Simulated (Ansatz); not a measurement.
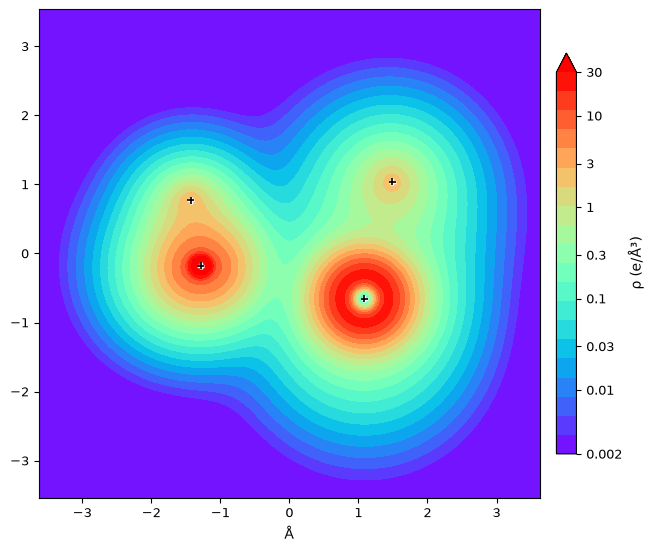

The electron density on a plane through atoms (crosses mark nuclei in the plane).

Method: isolated molecule in a Gaussian basis; Kohn-Sham density functional theory, functional PBE0 (Ansatz 0.2.0).

Candidates:
A. H5InO (SMILES [OH2+][InH3-])
B. ClCuH3N (SMILES [NH3+][Cu-][Cl])
C. F4H2In2

Which system is this?

Candidate A: H5InO on the plane of atoms In1, O2 and H3, which holds In, O and H. In–O (2.42 Å): the density is about 0.27 e/Å³ at the midpoint. O–H (0.97 Å): the density is about 3.8 e/Å³ at the midpoint.
